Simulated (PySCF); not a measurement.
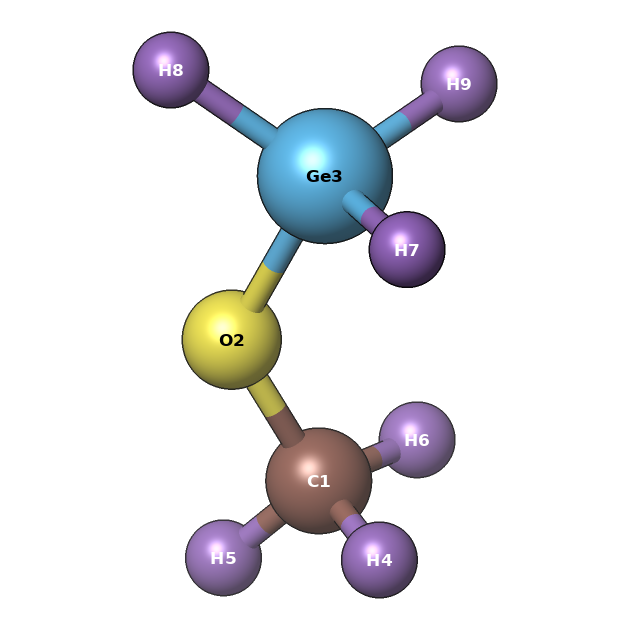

The computed structure is the end point of a GFN2-xTB optimisation. No frequency run is at hand to confirm it as a minimum. Method: delta-SCF UKS SCAN, pcX-2 on the ionised atom, pcseg-1 elsewhere, spin-free X2C (PySCF 2.14.0).

Give the core-electron binding energies (to vacuum) of C1 1s, O2 1s.

| atom | level | binding energy (eV) |
| --- | --- | --- |
| C1 | 1s | 292.2 |
| O2 | 1s | 537.5 |

The geometry is semi-empirical. Around Ge such bond lengths and angles can be off by a tenth of an ångström or more and by several degrees, and values that hang on the shape move with them.
